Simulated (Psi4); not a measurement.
# CH5BN (SMILES B[N]C) at UTPSSh/def2-SVPD

Aim: the vertical ionisation energy of CH5BN at UTPSSh/def2-SVPD, from 2 runs. 

The results are computed with Psi4 1.11.

### Step 1. Starting point

CH5BN has 8 atoms, charge 0, and is taken as a doublet. As SMILES, `B[N]C`. The shape is that of a PBE0-D4/def2-TZVP optimisation.

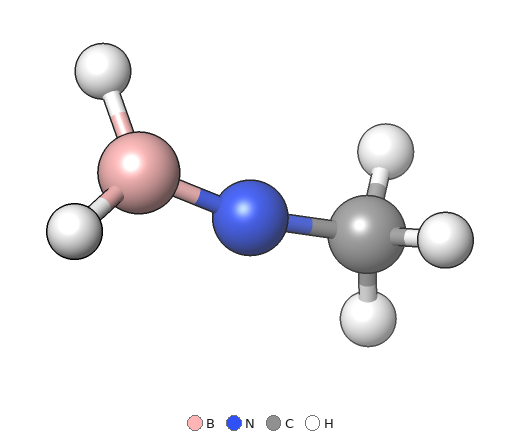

The structure, seen from a chosen angle (boron pink, nitrogen blue, carbon grey, hydrogen white).

### Step 2. The energy at UTPSSh/def2-SVPD

File calc.py:

```python
import psi4

psi4.set_memory(2200000000)
psi4.set_num_threads(1)
psi4.core.set_output_file('output.dat', False)

geom = psi4.geometry("""
0 2
B     -0.70656860     2.07132881    -1.82358571
N      0.11054898     0.52080852    -0.01644062
C      0.64175099    -1.57962207     1.46793925
H     -1.90446599     1.19487383    -3.56288964
H     -0.27023084     4.30177255    -1.74157160
H     -0.18216960    -1.42674322     3.36106689
H      2.67623014    -1.92411914     1.63518002
H     -0.19086234    -3.26658058     0.57523263
units bohr
symmetry c1
no_reorient
no_com
""")

psi4.set_options({
    'basis': 'def2-SVPD',
    'reference': 'uks',
    'puream': True,
    'e_convergence': 1e-09,
    'd_convergence': 1e-08,
    'scf_type': 'pk',
    'dft_radial_points': 99,
    'dft_spherical_points': 590,
    'maxiter': 100,
})

energy_value, wavefunction = psi4.energy('tpssh', return_wfn=True)
psi4.oeprop(wavefunction, 'DIPOLE', 'MULLIKEN_CHARGES', 'MAYER_INDICES', title='TPSSH')
print(f'total energy {energy_value:.8f} hartree = {energy_value * 27.211386:.5f} eV')
for k, v in sorted(psi4.core.scalar_variables().items()):
    print(f'{k:45s} {v:18.10f}')
```

Command:

```bash
$ python calc.py
```

output.dat:

```text
[...]
  Running in c1 symmetry.
[...]
  Nuclear repulsion =   63.858645296289914
[...]
  Multiplicity = 2
[...]
  Nalpha       = 12
  Nbeta        = 11
[...]
    Number of basis functions: 100
[...]
   @UKS iter   1:  -120.37489464151592   -4.01511e-01   6.40821e-03 ADIIS/DIIS
[...]
   @UKS iter  14:  -120.60581979323064   -2.77112e-12   1.93681e-09 DIIS
[...]
   @S^2 Observed:                7.580812974E-01
[...]
    Orbital Energies [Eh]
    ---------------------
    Alpha Occupied:
       1A    -14.284918     2A    -10.181028     3A     -6.685278
       4A     -0.873102     5A     -0.667766     6A     -0.503040
       7A     -0.456598     8A     -0.442869     9A     -0.398918
      10A     -0.357304    11A     -0.271208    12A     -0.237151
    Alpha Virtual:
      13A      0.001617    14A      0.014052    15A      0.051103
      16A      0.086992    17A      0.089823    18A      0.103514
      19A      0.115668    20A      0.124194    21A      0.131104
      22A      0.142864    23A      0.159716    24A      0.178996
      25A      0.187509    26A      0.199801    27A      0.243679
[...]
  @UKS Final Energy:  -120.60581979323064
   => Energetics <=
    Nuclear Repulsion Energy =             63.8586452962899145
    One-Electron Energy =                -287.2804341039604878
    Two-Electron Energy =                 119.3085945406597688
    DFT Exchange-Correlation Energy =     -16.4926255262198325
    Empirical Dispersion Energy =           0.0000000000000000
    VV10 Nonlocal Energy =                  0.0000000000000000
    Total Energy =                       -120.6058197932306371
  UHF NO Occupations:
  HONO-2 :   10  A 1.9987452
  HONO-1 :   11  A 1.9986414
[...]
 Multipole Moments:
 ------------------------------------------------------------------------------------
     Multipole            Electronic (a.u.)      Nuclear  (a.u.)        Total (a.u.)
 ------------------------------------------------------------------------------------
 L = 1.  Multiply by 2.5417464519 to convert [e a0] to [Debye]
 Dipole X            :         -1.0428560            1.2200072            0.1771511
 Dipole Y            :         -4.0506970            3.4037747           -0.6469223
 Dipole Z            :          0.6381524           -0.1583591            0.4797933
 Magnitude           :                                                    0.8246773
[...]
  Mulliken Charges: (a.u.)
   Center  Symbol    Alpha    Beta     Spin     Total
       1     B     2.82724  2.93428 -0.10704 -0.76151
       2     N     3.99238  3.18449  0.80789 -0.17687
       3     C     2.65023  2.73625 -0.08602  0.61353
       4     H     0.46990  0.33287  0.13703  0.19723
       5     H     0.44420  0.33519  0.10901  0.22061
       6     H     0.52763  0.51000  0.01763 -0.03763
       7     H     0.52765  0.51022  0.01743 -0.03787
       8     H     0.56077  0.45670  0.10407 -0.01748
   Total alpha = 12.00000, Total beta = 11.00000, Total charge =  0.00000
[...]
```

On the terminal:

```text
total energy -120.60581979 hartree = -3281.85152 eV
CURRENT ENERGY                                   -120.6058197932
CURRENT REFERENCE ENERGY                         -120.6058197932
DD SOLVATION ENERGY                                 0.0000000000
DFT FUNCTIONAL TOTAL ENERGY                      -120.6058197932
DFT TOTAL ENERGY                                 -120.6058197932
DFT VV10 ENERGY                                     0.0000000000
DFT XC ENERGY                                     -16.4926255262
GRID ELECTRONS ALPHA                               12.0000001813
GRID ELECTRONS BETA                                11.0000002471
GRID ELECTRONS TOTAL                               23.0000004284
NUCLEAR REPULSION ENERGY                           63.8586452963
ONE-ELECTRON ENERGY                              -287.2804341040
PCM POLARIZATION ENERGY                             0.0000000000
PE ENERGY                                           0.0000000000
SCF ITERATION ENERGY                             -120.6058197932
SCF ITERATIONS                                     14.0000000000
SCF TOTAL ENERGY                                 -120.6058197932
TWO-ELECTRON ENERGY                               119.3085945407
XC GRID RADIAL POINTS                              99.0000000000
XC GRID SPHERICAL POINTS                          590.0000000000
XC GRID TOTAL POINTS                           447751.0000000000
```

It took 89 s on 1 thread of Intel Xeon Platinum 8488C (Sapphire Rapids), shared host; peak memory 1.2 GiB.

### Step 3. The singlet cation at the same level

File job.inp:

```
memory 2.2 GB

molecule molecule1 {
  1 1
  B     -0.70656860     2.07132881    -1.82358571
  N      0.11054898     0.52080852    -0.01644062
  C      0.64175099    -1.57962207     1.46793925
  H     -1.90446599     1.19487383    -3.56288964
  H     -0.27023084     4.30177255    -1.74157160
  H     -0.18216960    -1.42674322     3.36106689
  H      2.67623014    -1.92411914     1.63518002
  H     -0.19086234    -3.26658058     0.57523263
  units bohr
  symmetry c1
}

set globals {
  basis                def2-SVPD
  puream               true
  e_convergence        1e-09
  d_convergence        1e-08
  scf_type             pk
  dft_radial_points    99
  dft_spherical_points 590
}

e, wfn = energy('tpssh', return_wfn=True)
oeprop(wfn, 'DIPOLE', 'QUADRUPOLE', 'MULLIKEN_CHARGES', title='TPSSH')
print_variables()
```

Command:

```bash
$ psi4 -i job.inp -o job.out -n 1
```

job.out:

```text
[...]
  Running in c1 symmetry.
[...]
  Nuclear repulsion =   63.858645296289922
[...]
  Multiplicity = 1
[...]
  Nalpha       = 11
  Nbeta        = 11
[...]
    Number of basis functions: 100
[...]
   @RKS iter   1:  -120.17165835084700   -1.98274e-01   4.17845e-03 ADIIS/DIIS
[...]
   @RKS iter  12:  -120.26194126464726   -4.97380e-13   1.62096e-09 DIIS
[...]
    Orbital Energies [Eh]
    ---------------------
    Doubly Occupied:
       1A    -14.612838     2A    -10.423340     3A     -6.968673
       4A     -1.142301     5A     -0.928258     6A     -0.762187
       7A     -0.694983     8A     -0.682414     9A     -0.663420
      10A     -0.608397    11A     -0.534942
[...]
  @RKS Final Energy:  -120.26194126464726
   => Energetics <=
    Nuclear Repulsion Energy =             63.8586452962899216
    One-Electron Energy =                -281.1050415293272522
    Two-Electron Energy =                 113.1371834807766703
    DFT Exchange-Correlation Energy =     -16.1527285123866022
    Empirical Dispersion Energy =           0.0000000000000000
    VV10 Nonlocal Energy =                  0.0000000000000000
    Total Energy =                       -120.2619412646472625
[...]
 Multipole Moments:
 ------------------------------------------------------------------------------------
     Multipole            Electronic (a.u.)      Nuclear  (a.u.)        Total (a.u.)
 ------------------------------------------------------------------------------------
 L = 1.  Multiply by 2.5417464519 to convert [e a0] to [Debye]
 Dipole X            :         -0.4622147            0.3450458           -0.1171689
 Dipole Y            :          1.8605427           -2.0721516           -0.2116089
 Dipole Z            :         -1.3011196            1.1664878           -0.1346318
 Magnitude           :                                                    0.2768259
 L = 2.  Multiply by 1.3450342976 to convert [e a0^2] to [Debye ang]
 Quadrupole XX       :        -27.4746453           15.9251094          -11.5495359
 Quadrupole XY       :         19.8139507          -20.9127126           -1.0987619
[...]
  Mulliken Charges: (a.u.)
   Center  Symbol    Alpha    Beta     Spin     Total
       1     B     2.70635  2.70635  0.00000 -0.41270
       2     N     3.55614  3.55614  0.00000 -0.11228
       3     C     2.70672  2.70672  0.00000  0.58656
       4     H     0.33859  0.33859  0.00000  0.32282
       5     H     0.33107  0.33107  0.00000  0.33787
       6     H     0.46209  0.46209  0.00000  0.07582
       7     H     0.46221  0.46221  0.00000  0.07558
       8     H     0.43683  0.43683  0.00000  0.12633
   Total alpha = 11.00000, Total beta = 11.00000, Total charge =  1.00000
[...]
```

It took 53 s on 1 thread of Intel Xeon Platinum 8488C (Sapphire Rapids), shared host; peak memory 1.2 GiB.

### Step 4. Summary of results

Level: UTPSSh/def2-SVPD.

```
                                          quantity          value
                       doublet CH5BN: total energy  -120.60582 Eh
                      doublet CH5BN: dipole moment         2.10 D
 doublet CH5BN: HOMO energy (highest over α and β)       -6.45 eV
  doublet CH5BN: LUMO energy (lowest over α and β)       -3.23 eV
                               doublet CH5BN: ⟨S²⟩          0.758
                      singlet cation: total energy  -120.26194 Eh
                       singlet cation: HOMO energy      -14.56 eV
                       singlet cation: LUMO energy      -12.17 eV
                     singlet cation: HOMO–LUMO gap        2.39 eV
vertical ionisation energy (to the singlet cation)       9.357 eV
```

In words: Removing an electron at fixed nuclei costs 9.36 eV (903 kJ/mol). Only the singlet of the ionised species was computed; a triplet could lie lower. Mulliken charges (singlet cation) run from -0.41 on B1 to +0.59 on C3; in a basis this large or diffuse they mean little.
